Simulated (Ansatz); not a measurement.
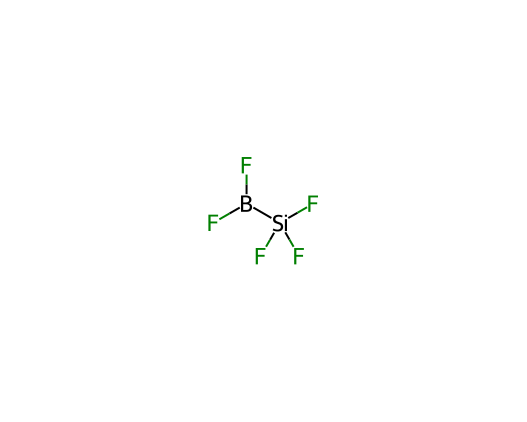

The drawing above gives the connectivity. The computed structure is the end point of a PBE-D4/def2-SVP optimisation. No frequency run is at hand to confirm it as a minimum.

What does the molecule look like in three dimensions?

It has 7 atoms: 1 boron, 1 silicon and 5 fluorine (BSiF5). As SMILES it reads `FB(F)[Si](F)(F)F`. It has no ring. The point group is Cs. Coordination: 1 B trigonal planar; 1 Si tetrahedral.

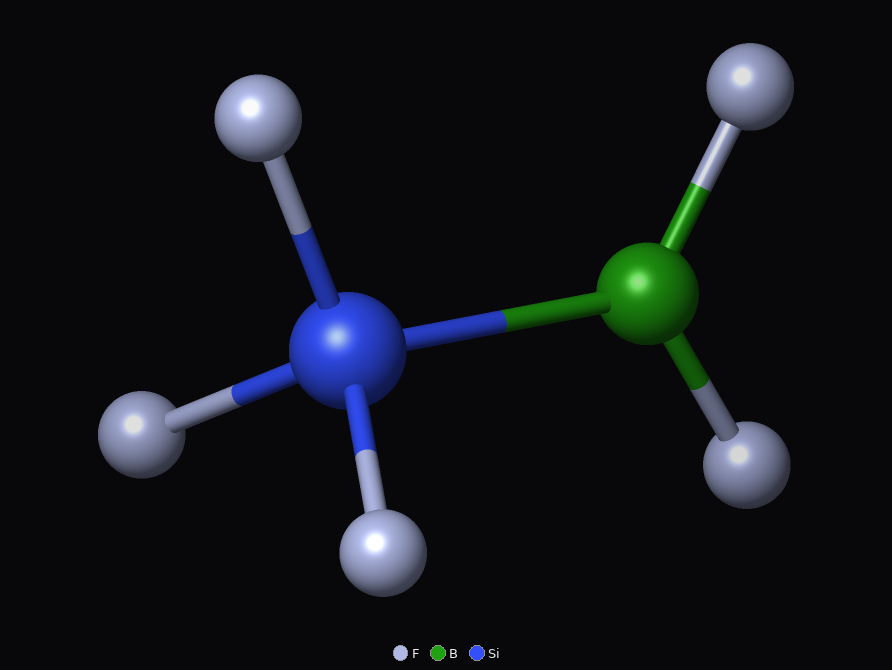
